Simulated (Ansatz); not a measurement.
# FH₄NO₂Si: what the fields show

Input

```
crystal:
  periodic: [false, false, false]
  atoms:
    - {symbol: N, position_ang: [-0.604649, 0.416547, -1.168501]}
    - {symbol: Si, position_ang: [0.279448, 0.083059, 0.229062]}
    - {symbol: O, position_ang: [0.807689, -1.448107, 0.051696]}
    - {symbol: O, position_ang: [-0.615910, 0.372354, 1.558981]}
    - {symbol: F, position_ang: [1.554981, 1.005744, 0.473313]}
    - {symbol: H, position_ang: [-1.149137, 1.257047, -1.257558]}
    - {symbol: H, position_ang: [-0.316204, 0.050409, -2.059806]}
    - {symbol: H, position_ang: [1.589225, -1.699823, 0.545035]}
    - {symbol: H, position_ang: [-1.456843, -0.083531, 1.610679]}
basis:
  gaussian: {orbitals: def2-TZVPP}
hamiltonian: {xc: pbe0, dispersion: d4}
output: {orbitals: {seedname: orbitals}}
```

Run with:

```sh
ansatz run in.yaml --threads 4 --pin off --events-out ev --progress --plain --max-ram 10444MiB
```

Geometry: PBE0-D4/def2-TZVP.

Computed with RKS PBE0-D4/def2-TZVPP in Ansatz.

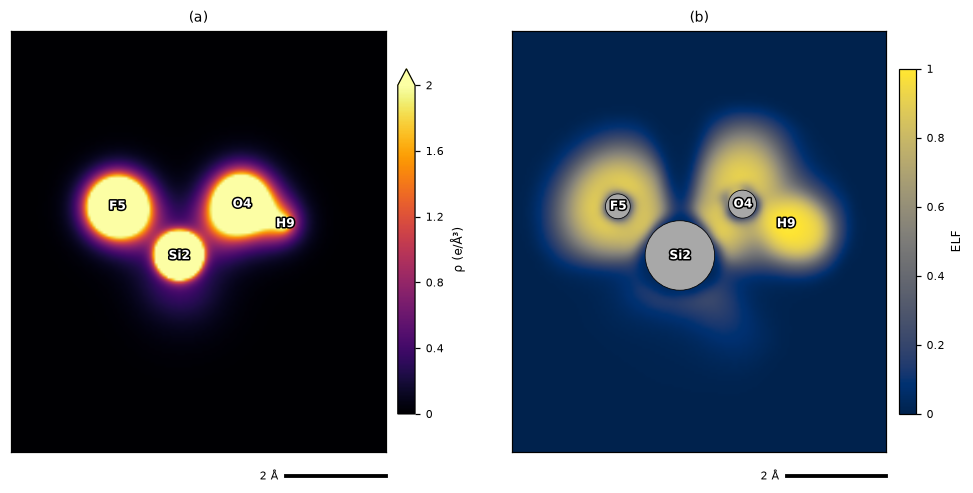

Figure 1. (a) electron density; (b) electron localisation function on the plane of atoms Si2, O4 and H9. Grey discs cover the atomic cores in the ELF map.

Question: Describe what can be read from this map.

Answer:
- The plane passes through Si, O, F and H nuclei.
- Si–F (1.59 Å): ρ at the midpoint is about 1.2 e/Å³; the ELF peaks at about 0.85 in the valence shell of F, 0.6 Å from its nucleus, and is about 0.55 at the midpoint.
- Si–O (1.63 Å): ρ is about 1.2 e/Å³ halfway; the ELF peaks at about 0.85 between the atoms; a shared but strongly polarised pair.
- O–H (0.96 Å): the density is about 3.8 e/Å³ at the midpoint; the ELF climbs to about 1 towards the hydrogen, as it does in any bond to H: a covalent bond by its length.
- The ELF also peaks beside F5 and O4, away from the bonds: lone-pair regions.

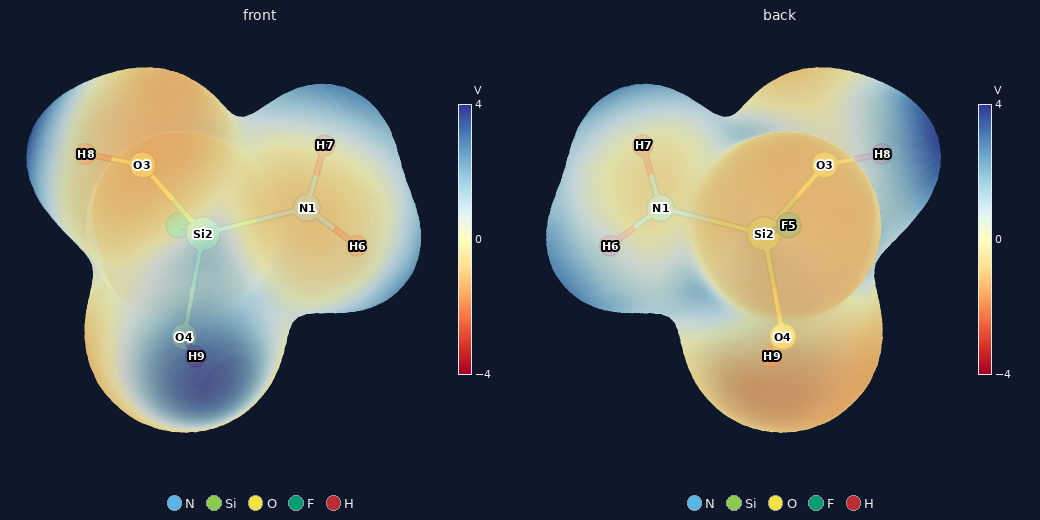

Figure 2. The molecular electrostatic potential painted on the density surface at 0.004 e/bohr³, seen from the front and from behind; the colour scale runs from red (negative) to blue (positive).

Question: Which sites attract a positive test charge, and which a negative one?

Answer: A positive charge is drawn to the negative regions and a negative charge to the positive ones. The most negative region (about −1.6 V) lies over O4, the most positive (about +3.6 V) over H8 and H9. O4 is the likeliest acceptor of a hydrogen bond.

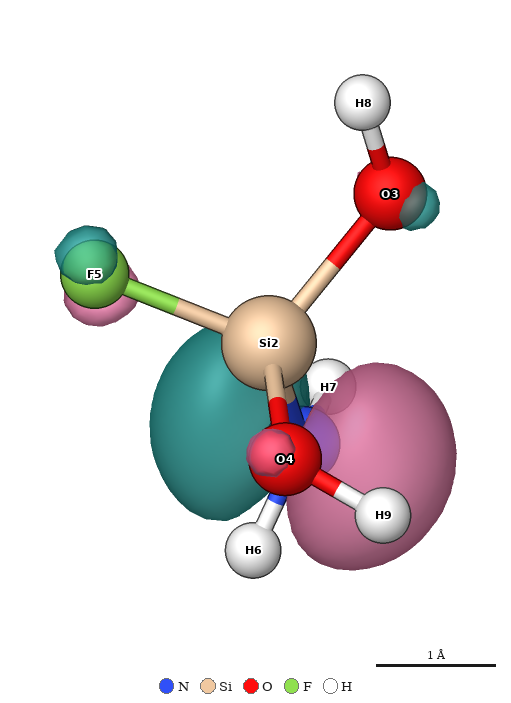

Figure 3. The HOMO at ±0.2 Å⁻³ᐟ² (teal and pink are the two phases), seen at an oblique angle.

Question: Where does this orbital lie, and at what energy?

Answer: Its weight (Hirshfeld) is mainly on N1 (about 70 %); largely a lone pair of N1. Its energy is −8.00 eV.
